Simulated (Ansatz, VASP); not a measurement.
## Cross-check of PtSe2 (Sudovikovite) between VASP and Ansatz

Aim: how closely do two programs agree when they are given the same cell, functional and k mesh? The cell comes out of the VASP series on this material, whose earlier steps may have relaxed, scaled or displaced it; both programs get it as it stands.

Program: Ansatz 0.2.0. Level of theory: plane waves, with VASP 6.6.1 beside it; band structure at PBEsol and band structure at PBEsol, spin-orbit coupling. Results are calculated unless marked as measured.

**1. The structure**

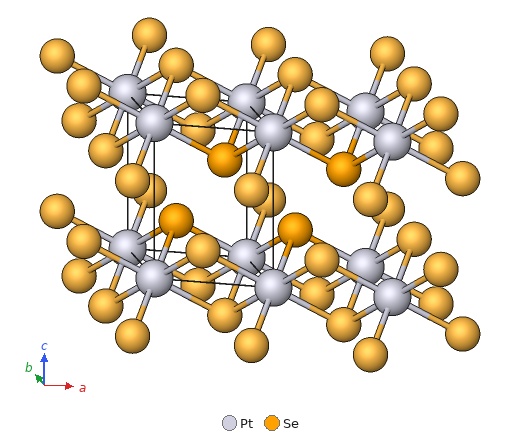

Start, viewed slightly off an axis; platinum light grey, selenium orange. 2×1×1 cells are drawn. Some periodic images of atoms are drawn too.

Coordinates:

```xyz
3
Lattice="3.7624 0.0000 0.0000 -1.8812 3.2583 0.0000 0.0000 0.0000 4.8320" Properties=species:S:1:pos:R:3 pbc="T T T"
Pt    0.0000    0.0000    0.0000
Se    0.0000    2.1722    1.2683
Se    1.8812    1.0861    3.5637
```

**2. VASP: band structure, PBEsol**

Levels along a path test the potential and the projectors away from the mesh points.

Lines of VASP's logs that name or quote its potential files are left out, and so is its time.

The input, INCAR:

```
SYSTEM = PtSe2
PREC = Accurate
ENCUT = 400
EDIFF = 1E-06
NELM = 100
ISMEAR = 0
SIGMA = 0.05
LREAL = .FALSE.
ALGO = Normal
GGA = PS
NBANDS = 24
LASPH = .TRUE.
LORBIT = 11
LWAVE = .FALSE.
LCHARG = .FALSE.
KPAR = 2
```

The input, POSCAR:

```
PtSe2
1.0
    3.7623581480      0.0000000000      0.0000000000
   -1.8811790741      3.2582977344      0.0000000000
    0.0000000000      0.0000000000      4.8320308740
Pt Se
1 2
Direct
    0.0000000000      0.0000000000      0.0000000000
    0.3333333333      0.6666666667      0.2624743904
    0.6666666667      0.3333333333      0.7375256096
```

The input, KPOINTS:

```
Automatic mesh
0
Gamma
8 8 6
0 0 0
```

The input, KPOINTS_OPT:

```
Line mode
16
Line-mode
Reciprocal
  0.00000000   0.00000000   0.00000000 GAMMA
  0.50000000   0.00000000   0.00000000 M

  0.50000000   0.00000000   0.00000000 M
  0.33333333   0.33333333   0.00000000 K

  0.33333333   0.33333333   0.00000000 K
  0.00000000   0.00000000   0.00000000 GAMMA

  0.00000000   0.00000000   0.00000000 GAMMA
  0.00000000   0.00000000   0.50000000 A

  0.00000000   0.00000000   0.50000000 A
  0.50000000   0.00000000   0.50000000 L

  0.50000000   0.00000000   0.50000000 L
  0.33333333   0.33333333   0.50000000 H

  0.33333333   0.33333333   0.50000000 H
  0.00000000   0.00000000   0.50000000 A

  0.50000000   0.00000000   0.50000000 L
  0.50000000   0.00000000   0.00000000 M

  0.33333333   0.33333333   0.00000000 K
  0.33333333   0.33333333   0.50000000 H
```

The projector-augmented-wave data sets are Pt and Se (PBE family, release 64).

The run is started by

```sh
mpirun -np 2 vasp_std
```

Numbers of over 12 decimals in the logs are rounded to 6 here.

Log:

```text
[banner, memory and clock lines left out]
running    2 mpi-ranks, on    1 nodes
 distrk:  each k-point on    1 cores,    2 groups
 distr:  one band on    1 cores,    1 groups

 POSCAR found type information on POSCAR PtSe
 POSCAR found :  2 types and       3 ions
|                                                                             |
|               ----> ADVICE to this user running VASP <----                  |
|                                                                             |
|     You enforced a specific xc type in the INCAR file but a different       |
|     [... a line on the potential file left out ...]
|     I HOPE YOU KNOW WHAT YOU ARE DOING!                                     |
|                                                                             |

 LDA part: xc-table for (Slater+PW92), standard interpolation
 POSCAR, INCAR and KPOINTS ok, starting setup
 FFT: planning ... GRIDC
 FFT: planning ... GRID_SOFT
 FFT: planning ... GRID
 WAVECAR not read
 entering main loop
       N       E                     dE             d eps       ncg     rms          rms(c)
DAV:   1     0.857437798319E+02    0.85744E+02   -0.82431E+03  2448   0.647E+02
DAV:   2    -0.128928111515E+02   -0.98637E+02   -0.93622E+02  2960   0.158E+02
DAV:   3    -0.167079529826E+02   -0.38151E+01   -0.37948E+01  3016   0.298E+01
DAV:   4    -0.167297132358E+02   -0.21760E-01   -0.21759E-01  2752   0.254E+00
DAV:   5    -0.167299845114E+02   -0.27128E-03   -0.27127E-03  3096   0.287E-01    0.127E+01
DAV:   6    -0.161656733866E+02    0.56431E+00   -0.33159E+00  2584   0.139E+01    0.774E+00
DAV:   7    -0.159381932017E+02    0.22748E+00   -0.62748E-01  2504   0.644E+00    0.389E+00
DAV:   8    -0.159124705870E+02    0.25723E-01   -0.41068E-02  3032   0.120E+00    0.707E-01
DAV:   9    -0.159109526709E+02    0.15179E-02   -0.32391E-03  2760   0.420E-01    0.181E-01
DAV:  10    -0.159109637425E+02   -0.11072E-04   -0.63512E-04  2992   0.128E-01    0.348E-02
DAV:  11    -0.159109567602E+02    0.69824E-05   -0.40226E-05  2912   0.421E-02    0.191E-02
DAV:  12    -0.159109571449E+02   -0.38473E-06   -0.27094E-06  2904   0.871E-03
   1 F= -.15910957E+02 E0= -.15910508E+02  d E =-.897483E-03
 Start KPOINTS_OPT (optional k-point list driver)
k-point batch [1-50\144]
       N       E                     dE             ncg
DAV:   1     0.599345090790E+04   -0.15456E+05     2440
DAV:   2     0.105660187854E+04   -0.49368E+04     2968
DAV:   3     0.872038867009E+03   -0.18456E+03     3048
DAV:   4     0.870756581376E+03   -0.12823E+01     2800
DAV:   5     0.870735945681E+03   -0.20636E-01     3112
DAV:   6     0.870735495042E+03   -0.45064E-03     2840
DAV:   7     0.870735484525E+03   -0.10518E-04     3096
DAV:   8     0.870735484248E+03   -0.27684E-06     2032
[...]
k-point batch [101-144\144]
       N       E                     dE             ncg
DAV:   1     0.925104958149E+04   -0.21951E+05     2184
DAV:   2     0.499615791329E+04   -0.42549E+04     2672
DAV:   3     0.484733291369E+04   -0.14882E+03     2648
DAV:   4     0.484634403973E+04   -0.98887E+00     2512
DAV:   5     0.484632801278E+04   -0.16027E-01     2752
DAV:   6     0.484632765807E+04   -0.35471E-03     2584
DAV:   7     0.484632764975E+04   -0.83196E-05     2696
DAV:   8     0.484632764953E+04   -0.22074E-06     1872
```

OUTCAR, selected parts (step 2):

```text
ion  position               nearest neighbor table
   1  0.000  0.000  0.000-   2 2.52   3 2.52   3 2.52   2 2.52   3 2.52   2 2.52
   2  0.333  0.667  0.262-   1 2.52   1 2.52   1 2.52
   3  0.667  0.333  0.738-   1 2.52   1 2.52   1 2.52

  LATTYP: Found a hexagonal cell.
 ALAT       =     3.7623581480
 C/A-ratio  =     1.2843091178

 Subroutine GETGRP returns: Found 12 space group operations
 (whereof 12 operations were pure point group operations)

The static configuration has the point symmetry D_3d.

 Found     50 irreducible k-points:

   k-points           NKPTS =     50   k-points in BZ     NKDIM =     50   number of bands    NBANDS=     24

   dimension x,y,z NGX =    28 NGY =   28 NGZ =   32
   dimension x,y,z NGXF=    56 NGYF=   56 NGZF=   64

   ENCUT  =  400.0 eV  29.40 Ry    5.42 a.u.   6.14  6.14  7.88*2*pi/ulx,y,z

   NELECT =      22.0000    total number of electrons

 k-points in reciprocal lattice and weights: Automatic mesh
   0.00000000  0.00000000  0.00000000       0.003
   0.12500000  0.00000000  0.00000000       0.016
   0.25000000  0.00000000  0.00000000       0.016
   0.37500000  0.00000000  0.00000000       0.016
   0.50000000  0.00000000  0.00000000       0.008
   0.12500000  0.12500000  0.00000000       0.016
   0.25000000  0.12500000  0.00000000       0.031
   0.37500000  0.12500000  0.00000000       0.031
   0.25000000  0.25000000  0.00000000       0.016
[...]
0.25000000  0.25000000  0.50000000       0.016
   0.37500000  0.25000000  0.50000000       0.016

 average (electrostatic) potential at core
       1 -68.1832       2 -52.4674       3 -52.4674

 E-fermi :   6.6300

 k-point     1 :       0.0000    0.0000    0.0000
  band No.  band energies     occupation
    ...
      6       2.7739      2.00000
      7       2.7739      2.00000
      8       4.1518      2.00000
      9       5.6029      2.00000
     10       5.6029      2.00000
     11       7.4032      0.00000
     12       7.7738      0.00000
     13       7.7738      0.00000
     14       9.8547      0.00000
     15      10.6876      0.00000
    ...

 k-point     2 :       0.1250    0.0000    0.0000
  band No.  band energies     occupation
    ...
      7       2.6584      2.00000
      8       3.7709      2.00000
      9       5.0330      2.00000
     10       5.3475      2.00000
     11       6.4465      2.00000
     12       7.9702      0.00000
     13       8.1704      0.00000
     14      10.8586      0.00000
     15      11.6144      0.00000
     16      13.3392      0.00000
    ...

 k-point     3 :       0.2500    0.0000    0.0000
  band No.  band energies     occupation
    ...
      7       2.4731      2.00000
      8       3.2007      2.00000
      9       4.5045      2.00000
     10       4.6857      2.00000
     11       5.2762      2.00000
     12       8.1321      0.00000
     13       8.4634      0.00000
     14      11.4416      0.00000
     15      12.7547      0.00000
     16      14.2023      0.00000
    ...

  Total        0.0015437      0.0015437     -0.0008106     -0.0000000      0.0000000     -0.0000000
  in kB        0.0417547      0.0417547     -0.0219259     -0.0000000      0.0000000     -0.0000000
  external PRESSURE =       0.0205279 kB  Pullay stress =       0.0000000 kB

  energy-cutoff  :      400.00
  volume of cell :       59.24
      direct lattice vectors                 reciprocal lattice vectors
     3.762358148  0.000000000  0.000000000     0.265790752  0.153454362  0.000000000
    -1.881179074  3.258297734  0.000000000     0.000000000  0.306908724  0.000000000
     0.000000000  0.000000000  4.832030874     0.000000000  0.000000000  0.206952320

 POSITION                                       TOTAL-FORCE (eV/Angst)
 -----------------------------------------------------------------------------------
      0.00000      0.00000      0.00000        -0.000000      0.000000      0.000000
     -0.00000      2.17220      1.26828         0.000000     -0.000000     -0.000554
      1.88118      1.08610      3.56375        -0.000000      0.000000      0.000554
 -----------------------------------------------------------------------------------
    total drift:                               -0.000000      0.000000      0.000000

  FREE ENERGIE OF THE ION-ELECTRON SYSTEM (eV)
  ---------------------------------------------------
  free  energy   TOTEN  =       -15.9109571449 eV

  energy  without entropy=      -15.9100596623  energy(sigma->0) =      -15.91050840

 total charge
# of ion       s       p       d       tot
------------------------------------------
    1        0.674   0.686   8.035   9.395
    2        1.489   2.208   0.072   3.768
    3        1.489   2.208   0.072   3.768
--------------------------------------------------
tot          3.652   5.101   8.179  16.932

[... 3 further parts left out ...]
```

Spin-orbit coupling is off here; with elements this heavy it splits and shifts levels by tenths of an eV or more.

**3. Ansatz: band structure, PBEsol**

Ansatz runs on its default PAW (the set named soft_2) files.

The same cell, functional, mesh and smearing now go to Ansatz, which takes its cutoff from its data sets.

The input, input.yaml:

```yaml
crystal:
  lattice:
    - [3.762358148, 0.0, 0.0]
    - [-1.8811790741, 3.2582977344, 0.0]
    - [0.0, 0.0, 4.832030874]
  atoms:
    - { symbol: Pt, position: [0.0, 0.0, 0.0] }
    - { symbol: Se, position: [0.3333333333, 0.6666666667, 0.2624743904] }
    - { symbol: Se, position: [0.6666666667, 0.3333333333, 0.7375256096] }
hamiltonian:
  xc: pbesol
  pseudopotentials: { kind: paw }
kpoints:
  mp_grid: { grid: [8, 8, 6] }
  band_path:
    path:
      - [0.0, 0.0, 0.0]
      - [0.13333, 0.0, 0.0]
      - [0.3, 0.0, 0.0]
      - [0.46667, 0.0, 0.0]
      - [0.46667, 0.06667, 0.0]
      - [0.41111, 0.17778, 0.0]
      - [0.35556, 0.28889, 0.0]
      - [0.28889, 0.28889, 0.0]
      - [0.17778, 0.17778, 0.0]
      - [0.06667, 0.06667, 0.0]
      - [0.0, 0.0, 0.03333]
      - [0.0, 0.0, 0.2]
      - [0.0, 0.0, 0.36667]
      - [0.0, 0.0, 0.5]
      - [0.16667, 0.0, 0.5]
      - [0.3, 0.0, 0.5]
      - [0.46667, 0.0, 0.5]
      - [0.46667, 0.06667, 0.5]
      - [0.41111, 0.17778, 0.5]
      - [0.35556, 0.28889, 0.5]
      - [0.28889, 0.28889, 0.5]
      - [0.17778, 0.17778, 0.5]
      - [0.06667, 0.06667, 0.5]
      - [0.5, 0.0, 0.46667]
      - [0.5, 0.0, 0.3]
      - [0.5, 0.0, 0.13333]
      - [0.33333, 0.33333, 0.0]
      - [0.33333, 0.33333, 0.16667]
      - [0.33333, 0.33333, 0.33333]
      - [0.33333, 0.33333, 0.5]
    npoints: 1
scf:
  occupations: { method: gaussian, width: 0.05 }
  n_extra_bands: 7
output:
  forces: true
  stress: true
  eigenvalues: true
```

The run is started by

```sh
ansatz run input.yaml --threads 2 --pin off --max-ram 4608MiB --backend cpu --events-out ev --progress --plain --runs-dir out
```

Log:

```text
scf.n_extra_bands = 7 over 25 filled bands (N_el = 50.0): the run solves 32 bands
Engine: ansatz 0.2.0, aarch64-unknown-linux-gnu
Pseudopotentials: kind: paw
Pseudopotential: Pt, paw, valence charge 18, recommended cutoff 420 eV (normal), Pt.paw.azcp
Pseudopotential: Se, paw, valence charge 16, recommended cutoff 420 eV (normal), Se.paw.azcp
Functional definition: PBEsol
  exchange = pbesol_x
  correlation = pbesol_c
Crystal: 3 atoms, lattice volume = 59.235 Å³
Basis set: ecut = 420 eV, 1169 PW (Γ), exchange–correlation on 54×54×72 points (8 copies of the dense FFT grid, shifted against one another)
Bands: 32, of which v1, the nominal top of the filled ones, is band 25 counted from 1 (24 counted from 0)
Symmetry: 12 space group operations
Space group: P-3m1 (ITA 164), of the structure as read, at distance tolerance 3.9e-5 Å
k-points: 50 of 384
Non-local potential: Pt, projectors of the file, l = 0: 3, l = 1: 2, l = 2: 2, l = 3: 1
Non-local potential: Se, projectors of the file, l = 0: 2, l = 1: 2, l = 2: 3, l = 3: 1
PAW form: soft (Blöchl's): semilocal exchange-correlation on the pseudo side does not see the compensation charge
PAW frozen core: Pt, regenerated for the run's functional, and the local potential with it (the file was generated under x = pbe(κ = 0.804, μ = 0.219515), c = pbe(β = 0.066725))
PAW frozen core: Se, regenerated for the run's functional, and the local potential with it (the file was generated under x = pbe(κ = 0.804, μ = 0.219515), c = pbe(β = 0.066725))
PAW one-centre angular grid: Pt, 590 points (default); XC on 64 Gauss nodes
PAW one-centre angular grid: Se, 590 points (default); XC on 64 Gauss nodes
Initial density: superposition of atomic densities (neutral atoms: chi_scale 0, normalization atom), corrected by the library's trained network
Initial wavefunctions: pseudopotential atomic-orbital guess
Functional: x = pbesol(κ = 0.804, μ = 0.123457), c = pbesol(β = 0.046)
SCF iter   1: F=—  HF=-23233.475914 eV  |F-HF|=—  |Δ(HF+E_count)|=         —  Δρ=3.69e-3  dr2=8.51e-3  ethr=1.77e-3  ⟨swp⟩=5.8  Hψ=6379  notcnv=0  defer=1
preconditioner: auto → LDOS  [insulator: Δε(μ)=0.142 eV  Ē_g=11.455 eV  σ=0.050 eV  W_gap=0.56  n_scr=22 (ndim 8)  ℏωp=22.6 eV  f_vac=0.023  D(μ)=0.76/eV (n_scr^D=2)  ε∞_Penn≈4.9  β→1.0]
SCF iter   2: F=—  HF=-23233.476989 eV  |F-HF|=—  |Δ(HF+E_count)|=   1.08e-3  Δρ=2.51e-3  dr2=4.21e-3  ethr=1.70e-5  ⟨swp⟩=2.0  Hψ=3443  notcnv=0  defer=107
SCF iter   3: F=—  HF=-23233.475189 eV  |F-HF|=—  |Δ(HF+E_count)|=   1.80e-3  Δρ=3.48e-4  dr2=8.55e-5  ethr=8.42e-6  ⟨swp⟩=2.0  Hψ=2888  notcnv=0  defer=107
SCF iter   4: F=—  HF=-23233.475174 eV  |F-HF|=—  |Δ(HF+E_count)|=   1.48e-5  Δρ=1.00e-4  dr2=1.19e-5  ethr=1.71e-7  ⟨swp⟩=3.0  Hψ=2619  notcnv=0  defer=107
SCF iter   5: F=—  HF=-23233.475173 eV  |F-HF|=—  |Δ(HF+E_count)|=   1.21e-6  Δρ=1.99e-5  dr2=1.30e-7  ethr=2.39e-8  ⟨swp⟩=2.0  Hψ=1941  notcnv=0  defer=107
SCF iter   6: F=-23233.475173 eV  HF=-23233.475173 eV  |F-HF|=5.45e-9  |Δ(HF+E_count)|=   1.49e-7  Δρ=4.91e-6  dr2=1.51e-8  ethr=2.00e-10  ⟨swp⟩=7.5  Hψ=7143  notcnv=0
SCF 1 converged in 6 iterations: F = -23233.475173 eV  dr2 = 1.51e-8
  greatest PAW one-centre occupation: 1.000 electrons in one spin orbital (limit 2), on the Pt atom at site 0 (counted from 0), in its partial waves of l = 0
NSCF: frozen V_eff on 30 k-points
SCF converged after 6 iterations
Free energy (F): -23233.475173 eV
Harris-Foulkes:  -23233.475173 eV  (|F-HF|=5.45e-9)
Internal energy: -23233.474244 eV  (E = F + TS)
E sigma→0 (E₀):  -23233.474709 eV
Entropy (-TS):   -0.000928 eV (-0.309 meV/atom)
Fermi energy:    13.584912 eV
--- Per-component energies (eV) ---
  E_band       = -942.759540
  E_kinetic    = 874.621368
  E_local      = -6505.223662  (includes V_loc(G=0)·N_el)
  E_nonlocal   = -980.440855
  E_hartree    = 3013.229174
  E_xc         = -467.352944
  E_vxc        = -499.127285  (∫ρ·V_xc dr)
  E_paw        = -13053.815946  (= ΣΔE_a)
  E_vpaw       = 140.952290  (= ΣTr[D̂ρ^β])
  E_aug_tail   = -0.001031  (compensation charges beyond the density's cutoff)
  E_ewald      = -6116.794230
  E_core_change = 2.303882  (= ΣΔE_core)
  E_smearing   = -0.000928  (= −TS)
  E_closure    = 0.000000  (closes the sum)
  Σ components = -23233.475173   (vs F -23233.475173, Δ=0.00e0)
--- Forces (eV/Å), atoms counted from 1 ---
  atom   1  Pt    -0.00000000     0.00000000     0.00000000
  atom   2  Se    -0.00000000     0.00000000    -0.01700690
  atom   3  Se    -0.00000000    -0.00000000     0.01700690
  max |Σ_I F_I| component: 3.47e-18 eV/Å
--- Stress (GPa, compression-positive) ---
       -0.052579      -0.000000      -0.000000
       -0.000000      -0.052579       0.000000
       -0.000000      -0.000000      -0.009763
  P = ⅓ Tr σ = -0.0383 GPa (-0.383 kbar)
--- Band table (eV; the first three rows and the last of 50) ---
  k-point 0: bands = [... 21 lower, 11.1029, 12.5520, 12.5520, 14.3483, 14.7268, 14.7268, 16.8108, 17.6416, ... 3 higher]
  k-point 1: bands = [... 21 lower, 11.0814, 12.3541, 12.3541, 13.5861, 15.0332, 15.0332, 17.1100, 18.3645, ... 3 higher]
  k-point 2: bands = [... 21 lower, 10.9365, 12.0289, 12.0289, 12.3775, 15.6256, 15.6256, 17.8908, 19.4914, ... 3 higher]
  k-point 49: bands = [... 21 lower, 9.7101, 10.1048, 11.0702, 11.1681, 15.6629, 15.8933, 19.7147, 20.2341, ... 3 higher]
```

Wall time 6.6 s (2 threads of Arm Neoverse N1, shared host); peak memory 0.35 GiB.

**4. Side by side**

Known differences besides the PAW data sets themselves: the data sets hold 50 valence electrons in Ansatz (default PAW (the set named soft_2) files) and 22 in VASP; the cutoff is 420 eV in Ansatz and 400 eV in VASP; Ansatz makes its cores anew for this functional, VASP keeps those of its PBE data sets. Total energies have different zeros and are not compared.

Both answers:

```tsv
quantity	Ansatz	VASP	difference
pressure (GPa)	-0.04	0.00	-0.04
```

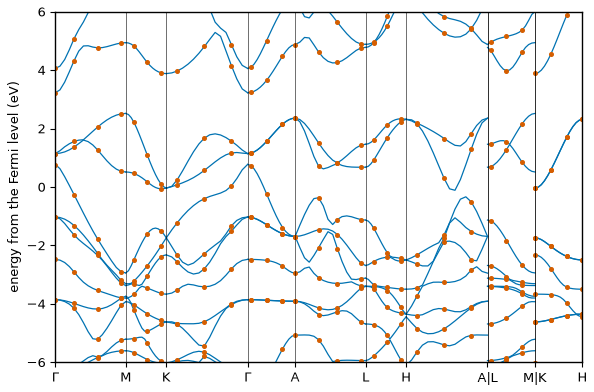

Bands from VASP (lines) and levels from Ansatz (dots). Dots without a line are higher empty bands that the VASP plot leaves out.

At this near-relaxed geometry the largest component of a force difference is 16 meV/Å. Levels from 3 eV below to 2 eV above the Fermi level differ by 4 meV r.m.s. and 10 meV at most; each VASP level is matched to the nearest of Ansatz, which flatters the figure a little. Ansatz's pressure holds a Pulay correction of 0.03 GPa; VASP's holds none.

**5. Ansatz: band structure, PBEsol, spin-orbit coupling**

Levels along a path test the potential and the projectors away from the mesh points.

The cell comes out of the VASP series on this material, whose earlier steps may have relaxed, scaled or displaced it; both programs get it as it stands.

Edit input.yaml of step 3 so:

```diff
@@ -11,5 +11,8 @@
   xc: pbesol
-  pseudopotentials: { kind: paw }
+  pseudopotentials: { kind: paw_fr }
+magnetization:
+  noncollinear: true
+  spin_orbit: true
 kpoints:
-  mp_grid: { grid: [8, 8, 6] }
+  mp_grid: { grid: [7, 7, 5] }
   band_path:
@@ -49,3 +52,3 @@
   occupations: { method: gaussian, width: 0.05 }
-  n_extra_bands: 7
+  n_extra_bands: 14
 output:
```

Log:

```text
[...]
non-collinear run that drives no moment, with spin-orbit: no starting moment large enough to seed its density (crystal.atoms[].spin), no starting occupations that ask for one, no magnetisation constraint and no magnetic field, so the semilocal B_xc is pinned to zero
Crystal: 3 atoms, lattice volume = 59.235 Å³
[...]
k-point 1: bands = [... 46 lower, 12.5127, 12.5127, 13.3847, 13.3847, 15.1425, 15.1425, 15.2070, 15.2070, ... 10 higher]
  k-point 2: bands = [... 46 lower, 12.1218, 12.1218, 12.1575, 12.1575, 15.8196, 15.8196, 15.8656, 15.8656, ... 10 higher]
  k-point 31: bands = [... 46 lower, 11.0591, 11.0591, 11.4858, 11.4858, 15.2794, 15.2794, 15.8368, 15.8368, ... 10 higher]
[key lines of the parts left out:]
SCF converged after 8 iterations
Magnetization: |M| = 0.0000 μB,  M = (+0.0000, +0.0000, +0.0000) μB
Free energy (F): -23267.719592 eV
Fermi energy:    13.694407 eV
P = ⅓ Tr σ = 0.1324 GPa (1.324 kbar)
```

Wall time 39 s (2 threads); peak memory 0.58 GiB.

(Continued in part 2 of 2.)

[Lines on the potential files, build, host, timing and source positions are cut from VASP's logs without a mark.]

[Logs are printed without paths, hosts, clocks, repeated set-up lines and the standing remarks that a program may print on its own settings, such as how far it seeks lower states.]

[Hosts, paths, dates, database ids (printed as entryN), source tags and the programs' standing remarks are cut or masked in the printed files.]
